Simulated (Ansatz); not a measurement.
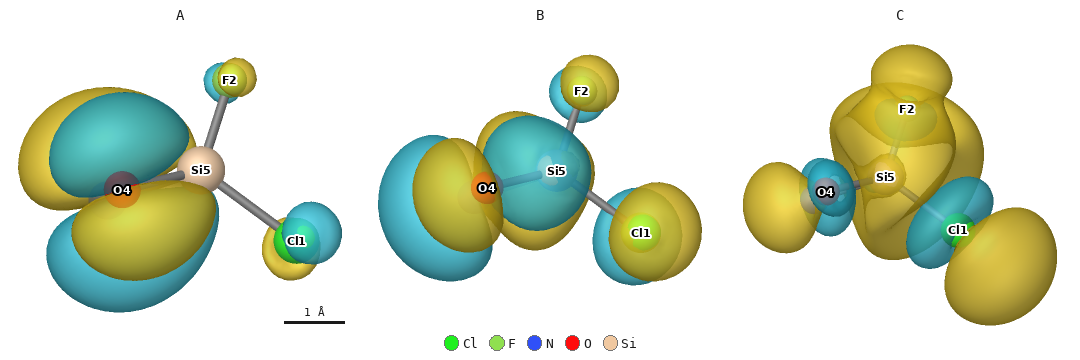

ClFNOSi (doublet). Three frontier orbitals at ±0.05 Å⁻³ᐟ² (yellow and cyan are the two phases), in no order.

Geometry: PBE0-D3(BJ)/def2-SVP.

Level of theory: isolated molecule in a Gaussian basis; Kohn-Sham density functional theory, functional PBE0 (Ansatz).

```
atom    x (Å)    y (Å)    z (Å)
  Cl  -0.1123   1.1580  -1.3355
   F  -0.7884  -1.1167   0.4019
   N   1.8875  -0.1210   0.9782
   O   0.9085   0.7193   1.6394
  Si   0.3298   0.0095   0.2498
```

> Order the three orbitals by energy and name them. All are α orbitals.

B is the HOMO−1 (α) (−8.70 eV). By Hirshfeld shares it lies mainly on N3 (about 50 %), O4 (about 25 %) and Si5 (about 15 %); π-antibonding (π*) across N3–O4. A is the HOMO (α) (−7.97 eV). It lies mainly on N3 (about 55 %) and O4 (about 35 %); π-antibonding (π*) across N3–O4. C is the LUMO (α) (−1.48 eV). Its weight (Hirshfeld) is mainly on Si5 (about 50 %), Cl1 (about 25 %), N3 (about 10 %) and F2 (about 10 %).

> What is the gap between the highest occupied and lowest empty α orbitals?

6.49 eV between the orbital energies.
